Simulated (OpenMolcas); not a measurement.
# triplet C2H3BFN: levels of theory compared

We compute a comparison of 6 runs (UHF/STO-3G, UB3LYP/6-31G*, U-revPBE/def2-SVP, UM06-2X/def2-SVP, UTPSS/def2-SVP) of triplet C2H3BFN. 

The results are computed with OpenMolcas 26.06.

## 1. The molecule

C2H3BFN has 8 atoms, charge 0, and is taken as a triplet. As SMILES of the parent species, `FB1C=NC1`. Geometry: relaxed at PBE0-D4/def2-TZVP. That shape belongs to the parent species and isn't relaxed for this state.

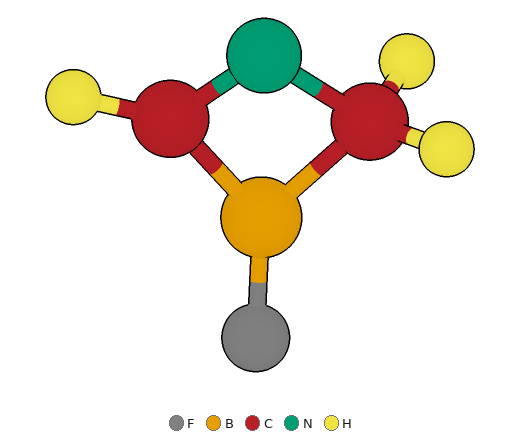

Viewed from a chosen angle; fluorine grey, boron amber, carbon red, nitrogen teal, hydrogen yellow.

## 2. The energy at UHF/STO-3G (run 1)

Contents of run.input:

```
&GATEWAY
BASLIB = $CurrDir
COORD
8
angstrom
F        0.213200      -1.007300       1.918400
B       -0.024100      -0.304800       0.836200
C        0.319000       1.128500       0.345800
N        0.303900       0.728600      -0.881200
C       -0.301700      -0.640600      -0.682300
H        0.656500       2.120900       0.633900
H        0.257100      -1.432700      -1.186200
H       -1.331600      -0.649700      -1.040300
BASIS = STO-3G
GROUP = NoSym
&SEWARD
&SCF
UHF
SPIN = 3
THRESHOLDS = 1e-10 1e-07 1e-07 1e-05
PRORBITALS = 1 2
```

The basis set STO-3G is read from a file made from the Basis Set Exchange's data (not shown).

The run is started by

```sh
$ export MOLCAS_MEM=1860
$ pymolcas run.input > run.log
```

The log of the run:

```text
--- Start Module: gateway ---
[...]
--- Stop Module: gateway /rc=_RC_ALL_IS_WELL_ ---
--- Start Module: seward ---
[...]
      Basis functions           28
--- Stop Module: seward /rc=_RC_ALL_IS_WELL_ ---
--- Start Module: scf ---
[...]
       Convergence after  28 Iterations
[...]
::    Total SCF energy                               -252.6048512053
[...]
      Total spin, S                                     1.0020410958
[...]
      Total electronic charge=   36.000000
      Total            charge=   -0.000000
[...]
      Dipole Moment (debye):
      Origin of the operator (angstrom)=    0.1102   -0.0900    0.3895
                   X= -7.4364E-01               Y= -3.2893E-01               Z= -6.0437E-01           Total=  1.0131E+00
      Quadrupole Moment (debye*angstrom):
[...]
--- Stop Module: scf /rc=_RC_ALL_IS_WELL_ ---
[...]
```

Wall time 1.4 s (1 thread of Intel Xeon 6975P-C (Granite Rapids), shared host); peak memory 0.37 GiB.

## 3. A single-point energy at UB3LYP/6-31G(d) (spherical functions) (run 2)

Contents of input.xyz:

```xyz
8

F      0.213200    -1.007300     1.918400
B     -0.024100    -0.304800     0.836200
C      0.319000     1.128500     0.345800
N      0.303900     0.728600    -0.881200
C     -0.301700    -0.640600    -0.682300
H      0.656500     2.120900     0.633900
H      0.257100    -1.432700    -1.186200
H     -1.331600    -0.649700    -1.040300
```

Contents of test.inp:

```
>>> EXPORT MOLCAS_PRINT=2

&GATEWAY
 BasLib=$CurrDir
 Coord=input.xyz
 Basis=6-31Gs
 Group=NoSym

&SEWARD
 GridInput
 Grid=UltraFine
 End of Grid

&SCF
 UHF
 Spin=3
 KSDFT=B3LYP
 Thresholds=1e-10 1e-07 1e-07 1e-05
 PrOrbitals=1 1
```

The basis set 6-31G* is read from a file made from the Basis Set Exchange's data (not shown).

The run is started by

```sh
$ export MOLCAS_MEM=1860
$ pymolcas test.inp > test.log
```

The log of the run:

```text
--- Start Module: gateway ---
[...]
--- Stop Module: gateway /rc=_RC_ALL_IS_WELL_ ---
--- Start Module: seward ---
[...]
      Basis functions           76
--- Stop Module: seward /rc=_RC_ALL_IS_WELL_ ---
[...]
--- Start Module: scf ---
[...]
       Convergence after  23 Iterations
[...]
::    Total KS-DFT energy                            -257.3397673262
[...]
      Total spin, S                                     1.0017471935
[...]
      Total electronic charge=   36.000000
      Total            charge=   -0.000000
[...]
      Dipole Moment (debye):
      Origin of the operator (angstrom)=    0.1102   -0.0900    0.3895
                   X= -5.4233E-01               Y=  1.8196E-01               Z= -9.6636E-01           Total=  1.1230E+00
      Quadrupole Moment (debye*angstrom):
[...]
--- Stop Module: scf /rc=_RC_ALL_IS_WELL_ ---
[...]
```

Wall time 36 s (1 thread of Intel Xeon 6975P-C (Granite Rapids), shared host); peak memory 0.43 GiB.

Runs 3 to 5 aren't shown in full; the table further down has their settings and results.

## 4. The energy at UTPSS/def2-SVP (run 6)

Contents of run.inp:

```
&GATEWAY
 BasLib = $CurrDir
 Coord
 8
 angstrom
 F        0.213200      -1.007300       1.918400
 B       -0.024100      -0.304800       0.836200
 C        0.319000       1.128500       0.345800
 N        0.303900       0.728600      -0.881200
 C       -0.301700      -0.640600      -0.682300
 H        0.656500       2.120900       0.633900
 H        0.257100      -1.432700      -1.186200
 H       -1.331600      -0.649700      -1.040300
 Basis = def2-SVP
 Group = NoSym

&SEWARD
 GridInput
 Grid=UltraFine
 End of Grid

&SCF
 UHF
 Spin = 3
 KSDFT = 2
 1.0 MGGA_X_TPSS
 1.0 MGGA_C_TPSS
 Thresholds = 1e-10 1e-07 1e-07 1e-05
 PrOrbitals = 1 1
```

The basis set def2-SVP is read from a file made from the Basis Set Exchange's data (not shown).

The run is started by

```sh
$ export MOLCAS_MEM=1860
$ pymolcas run.inp > run.log
```

The log of the run:

```text
--- Start Module: gateway ---
[...]
--- Stop Module: gateway /rc=_RC_ALL_IS_WELL_ ---
--- Start Module: seward ---
[...]
      Basis functions           85
--- Stop Module: seward /rc=_RC_ALL_IS_WELL_ ---
[...]
--- Start Module: scf ---
[...]
       Convergence after  28 Iterations
[...]
::    Total KS-DFT energy                            -257.1979005501
[...]
      Total spin, S                                     1.0016237899
[...]
      Total electronic charge=   36.000000
      Total            charge=   -0.000000
[...]
      Dipole Moment (debye):
      Origin of the operator (angstrom)=    0.1102   -0.0900    0.3895
                   X= -4.2496E-01               Y=  2.4696E-01               Z= -1.1755E+00           Total=  1.2741E+00
      Quadrupole Moment (debye*angstrom):
[...]
--- Stop Module: scf /rc=_RC_ALL_IS_WELL_ ---
[...]
```

Run time: 74 s. Hardware: 1 thread of Intel Xeon 6975P-C (Granite Rapids), shared host; peak memory 0.47 GiB.

## 5. The series

```tsv
run	level	integration grid	Cartesian functions	energy (Eh)	dipole moment (D)	HOMO energy (eV)	⟨S²⟩	wall time
1	UHF/STO-3G	–	no	-252.604851	1.01	-5.09	2.006	1.4 s
2	UB3LYP/6-31G* (spherical functions)	UltraFine	no	-257.339767	1.12	-3.97	2.005	36 s
3	UB3LYP/6-31G* (Cartesian functions)	UltraFine	yes	-257.343885	1.12	-3.97	2.005	39 s
4	U-revPBE/def2-SVP	UltraFine	no	-257.082094	1.24	-3.26	2.004	45 s
5	UM06-2X/def2-SVP	UltraFine	no	-257.045625	1.43	-5.58	2.009	65 s
6	UTPSS/def2-SVP	UltraFine	no	-257.197901	1.27	-3.35	2.005	74 s
```

## 6. Outcome

```
                                 quantity          value
                      run 6: total energy  -257.19790 Eh
                     run 6: dipole moment         1.27 D
run 6: HOMO energy (highest over α and β)       -3.35 eV
                              run 6: ⟨S²⟩          2.005
```

What this shows: The dipole moment (its size) runs from 1.01 D (UHF/STO-3G) to 1.43 D (UM06-2X/def2-SVP). The two ends differ in method and basis. Totals of different functionals can't be ranked against each other. In run 1 the basis is minimal, so the values are rough. All runs together took 4.3 min, the longest 74 s.
